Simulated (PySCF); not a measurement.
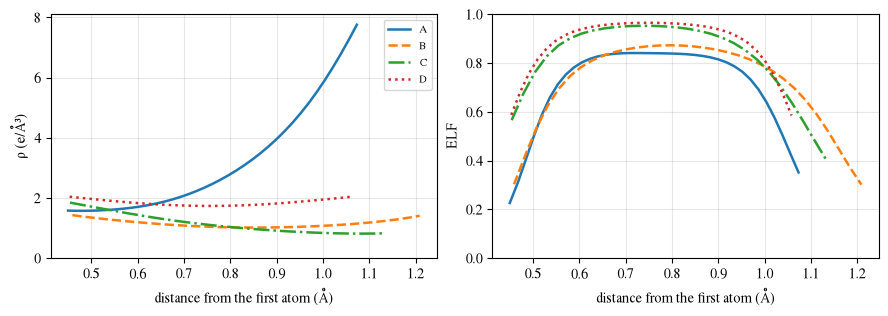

*C2H5Br2FGe (SMILES F[C@H](CBr)[GeH2][Br]). Total electron density and ELF along straight lines between neighbouring atoms. The curves leave out the atomic cores.*

Geometry: GFN2-xTB.

All numbers below come from PBE0/def2-SVPD, SCF density, gas phase in PySCF 2.14.0.

```xyz
11

F     0.1901   -0.4314   -1.8803
C    -0.2830   -0.5054   -0.5810
C    -1.2681    0.6173   -0.3495
Br   -1.8434    0.5131    1.4939
Ge    1.3483   -0.4383    0.6059
Br    2.0344    1.7238    0.7183
H    -0.7825   -1.4765   -0.4959
H    -0.7993    1.5930   -0.4936
H    -2.1480    0.5325   -0.9880
H     2.4516   -1.2127   -0.0723
H     1.1053   -0.9127    2.0167
```

> Which curve belongs to which contact (C–Br, C–C, C–F and C–Ge)? The first atom named is at distance zero.

Curve A: C–F (1.38 Å): the density is about 2 e/Å³ at the midpoint, with its minimum of 1.6 e/Å³ about 0.5 Å from C; the ELF peaks at about 0.85 between the atoms (a polar covalent bond). Curve B: C–Br (1.93 Å): ρ is about 1.1 e/Å³ halfway; the ELF peaks at about 0.85 between the atoms; a shared electron pair. Curve C: C–Ge (2.02 Å): ρ at the midpoint is about 0.83 e/Å³; the ELF peaks at about 0.95 in the valence shell of C, 0.7 Å from its nucleus, and is about 0.75 at the midpoint. Curve D: C–C (1.51 Å): ρ is about 1.7 e/Å³ halfway; the ELF peaks at about 0.95 between the atoms: localised, covalent bonding.
